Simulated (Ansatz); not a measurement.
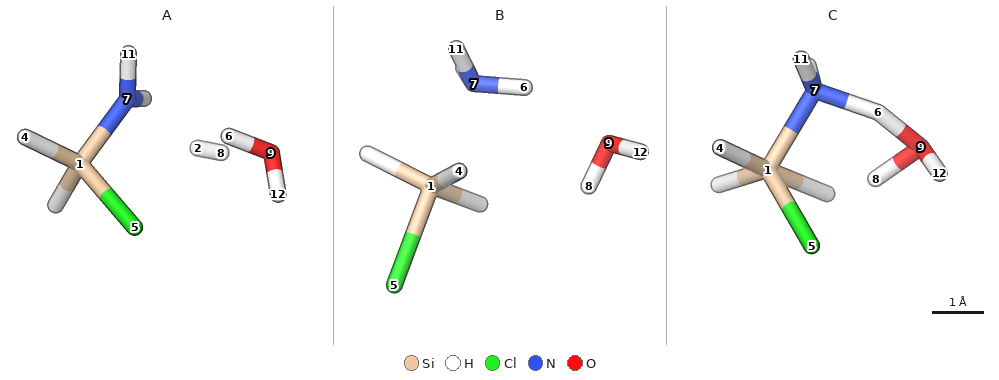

Three geometries of SiNH$_{8}$OCl: a saddle point and the two minima that it joins, in shuffled order. Style: stick. Shown face on. Sticks join atoms that are closer than about 1.2 times the sum of their covalent radii (a little more with hydrogen).

Stationary points at PBE0-D4/def2-TZVP, single-point energies with CCSD(T)/CBS, CCSD(T), r2SCAN-D4, RPA@PBE, PBE-D4, SPW92 (LDA) (def2-TZVPP where no basis is named; Ansatz 0.2.0). The energies are electronic, without zero-point or thermal terms, and both ends are the minima reached downhill from the saddle, with any fragments still in contact. CCSD(T)/CBS stands for a frozen-core estimate: MP2 correlation extrapolated from def2-TZVPP and def2-QZVPP, CCSD(T) minus MP2 from the smaller set.

> Which frame is the transition state, what reaction does it lead through, and what barrier is to be expected?

Frame C is the saddle point. Counted by bonded pieces, B holds H₂O + NH₃ + SiH₃Cl and A holds H₂ + H₂O + SiH₄NCl. From B over the saddle to A, bonds form: N–Si (2.24 → 1.84 → 1.70 Å), H–H (2.26 → 1.05 → 0.75 Å), H–O (2.02 → 1.17 → 0.97 Å). Bonds break: H–Si (1.49 → 1.76 → 4.26 Å), H–N (1.02 → 1.34 → 2.17 Å), H–O (0.96 → 1.19 → 2.53 Å). The saddle has one imaginary mode, 1456i cm⁻¹. With CCSD(T)/CBS the barrier is 177.8 kJ/mol from B and 194.0 kJ/mol from A, and A lies 16.2 kJ/mol below B.

```
      level  barrier from B (kJ/mol)  barrier from A (kJ/mol)  A less B (kJ/mol)
CCSD(T)/CBS                    177.8                    194.0              −16.2
    CCSD(T)                    179.8                    191.1              −11.3
  r2SCAN-D4                    140.7                    153.3              −12.7
    RPA@PBE                    180.4                    190.3              −10.0
     PBE-D4                    131.1                    138.0               −6.9
SPW92 (LDA)                     85.4                     78.5                6.9
```

Against CCSD(T)/CBS, CCSD(T) comes closest on the barrier from B (+2.0 kJ/mol) and SPW92 (LDA) misses most (−92.3 kJ/mol).
